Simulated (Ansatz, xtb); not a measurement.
## How methods differ on CH5BO2 (SMILES COBO)

CH5BO2 has 9 atoms, charge 0, and is taken as a singlet. As SMILES, `COBO`. The shape is that of a PBE0-D4/def2-TZVP optimisation. This is one conformer, not always the lowest.

Each level gives the electronic atomisation energy (eV). The values are calculated. Electronic energies at fixed atoms, without zero-point motion or spin-orbit coupling.

| level | kind | program | value (eV) | CPU time (all runs) |
| --- | --- | --- | --- | --- |
| GFN0-xTB | semi-empirical | xtb | 41.02 | under 2 s |
| HF/cc-pVDZ | Hartree–Fock | Ansatz | 27.17 | 2 s |
| SVWN5/cc-pVDZ | LDA | Ansatz | 42.81 | 3.9 s |
| PBE/cc-pVDZ | GGA | Ansatz | 37.87 | 7.2 s |
| revPBE/cc-pVDZ | GGA | Ansatz | 36.53 | 6.2 s |
| BHLYP/cc-pVDZ | global hybrid | Ansatz | 35.73 | 5.9 s |
| wB97X/cc-pVDZ | range-separated hybrid | Ansatz | 37.00 | 22 s |
| B2PLYP/cc-pVDZ | double hybrid | Ansatz | 36.37 | 7.9 s |
| RPA@PBE0/cc-pVDZ | RPA | Ansatz | 33.88 | 9.4 s |
| CCSD/cc-pVDZ | coupled cluster or CI | Ansatz | 34.46 | 13 s |

Correlated wave functions underbind in double-zeta sets. The values span 27.17 to 42.81 eV. GFN0-xTB: no spin polarisation, so open shells miss the exchange term that lowers them. In so small a basis fixed costs decide the times, and correlated methods can beat functionals. CPU times are rough (shared hosts, several kinds of processor and program).

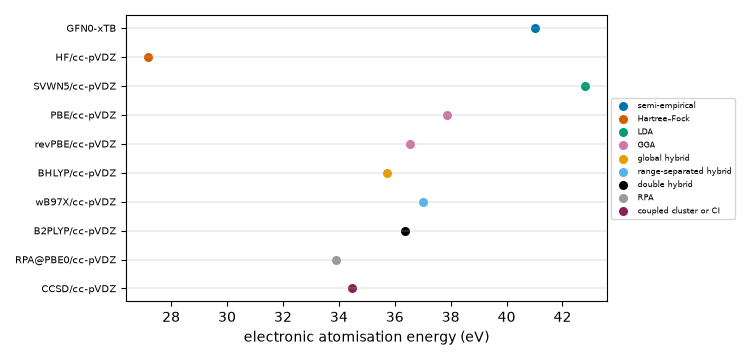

The values of the table, level by level.
